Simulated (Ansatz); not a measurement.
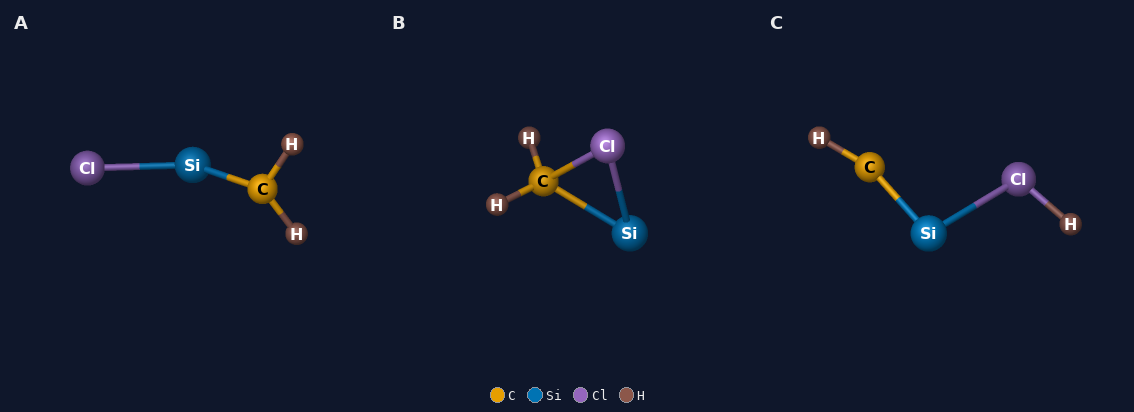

3 stationary structures of one formula. The species has charge +1 and is a spin singlet. Geometries: PBE0-D4/def2-TZVP. Electronic energies: B3LYP-D4/def2-TZVPP (Ansatz 0.2.0), without zero-point energy. No frequency run is at hand to confirm each as a minimum.

### Which is lowest in energy, and by how much?

B is lowest (Cs); A lies 0.575 eV above it (Cs), C lies 3.350 eV above it (Cs).
